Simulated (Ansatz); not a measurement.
CsCdCl₃ (cubic perovskite)

```
CsCdCl3
1.0
   10.22621     0.00000     0.00000
    5.11311     5.11311     0.00000
    5.11311     0.00000     5.11311
Cs Cd Cl
2 2 6
Direct
  0.00000   0.00000   0.00000
  0.50000   0.00000   0.00000
  0.75000   0.50000   0.50000
  0.25000   0.50000   0.50000
  0.50000   0.50000   0.50000
  0.00000   0.50000   0.50000
  0.00000   0.00000   0.50000
  0.50000   0.00000   0.50000
  0.00000   0.50000   0.00000
  0.50000   0.50000   0.00000
```

A phonon eigenvector at R = (0.5, 0.5, 0.5) is frozen into this cell: atom i moves by Q times the vector below, so Q is the largest atomic displacement, in Å. The cell is held. (q is in reciprocal vectors of the primitive cell; the cell shown is doubled to hold the pattern.)

```tsv
atom	x	y	z
Cl5	-1.000	0.000	0.000
Cl6	1.000	0.000	0.000
Cl7	0.000	-1.000	0.000
Cl8	0.000	1.000	0.000
Cl9	0.000	0.000	-1.000
Cl10	0.000	0.000	1.000
```

Atoms not listed stay in place.

Calculation: LDA (plane waves to 420 eV, PAW, scalar-relativistic; Ansatz, a first-principles code). k mesh 7×7×7 (Γ-centred), Fermi-Dirac smearing 0.05 eV. E stands for the smeared free energy. CsCdCl3 was relaxed with its symmetry unable to fall. The zero of ΔE is the undisplaced structure.

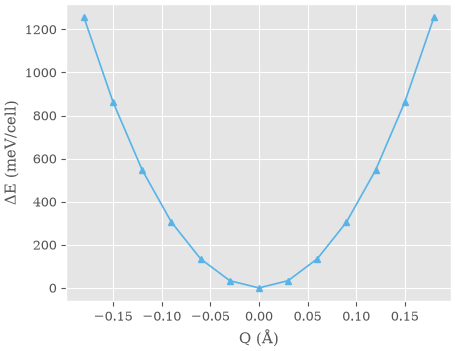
Fig. 1. ΔE (meV/cell) against Q (Å); computed points joined by lines.

Question: What is the energy change at Q = 0.180 Å?

Answer: About 1300 meV/cell.

Question: What harmonic wavenumber does the curvature at Q = 0 give?

Answer: About 310 cm⁻¹.

(For displaced atoms, the force is minus the slope of the energy, and its curvature is a force constant, which sets phonon frequencies.)
